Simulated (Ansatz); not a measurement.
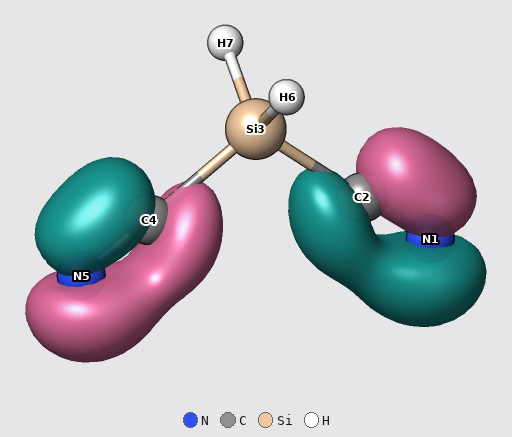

C₂H₂N₂Si. The HOMO−1 at ±0.15 Å⁻³ᐟ² (teal and pink are the two phases), seen at a tilt.

All numbers below come from UKS r2SCANh-D4/def2-SVP (Ansatz 0.2.0).

The calculation's input:

```
crystal:
  periodic: [false, false, false]
  atoms:
    - { symbol: "N", position_ang: [0.2584, -2.6076, 1.0767] }
    - { symbol: C, position_ang: [0.2594, -1.4607, 0.708] }
    - { symbol: Si, position_ang: [0.3363, 0.331, 0.1331] }
    - { symbol: C, position_ang: [-0.9602, 0.7826, -1.0212] }
    - { symbol: "N", position_ang: [-1.8959, 1.0526, -1.7575] }
    - { symbol: H, position_ang: [0.3546, 1.2539, 1.3299] }
    - { symbol: H, position_ang: [1.7086, 0.5801, -0.5147] }
magnetization:
  spin_polarized: true
basis:
  gaussian: { orbitals: def2-SVP }
hamiltonian:
  xc: r2scanh
  dispersion: d4
relax:
  f_tol: 0.02
  max_steps: 50
output:
  orbitals: {}
```

Run with:

```sh
ansatz run input.yaml --threads 2 --pin off --max-ram 3072MiB --backend cpu --events-out ev --progress --plain --runs-dir out
```

The fields are those of the run's last geometry, not of the input's.

Question: What is the character of this orbital?

Answer: It lies mainly on N1 (about 30 %), N5 (about 30 %), C4 (about 20 %) and C2 (about 20 %). Its energy is −9.83 eV.
